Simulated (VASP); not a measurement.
Band structure of Ba (bcc). Calculation: RPBE GGA, VASP's PBE PAW potentials (set 64) (plane waves; VASP 6.6.1).

Unless said otherwise, spin-orbit coupling is left out, though it shifts the bands of the heavy elements here.

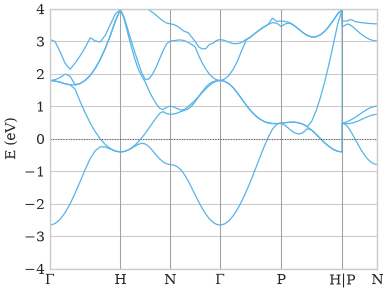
Figure. Bands along high-symmetry lines, zero at the valence-band maximum or, without a gap, the Fermi level

Question: Read the plot: is there a gap, and where are the band edges?

Answer: It has no gap at this level: it comes out as a metal or semimetal. (Edges off the drawn lines would not show.)

The compound is Ba in the bcc structure. It was relaxed first, which changed the volume by +9 %.
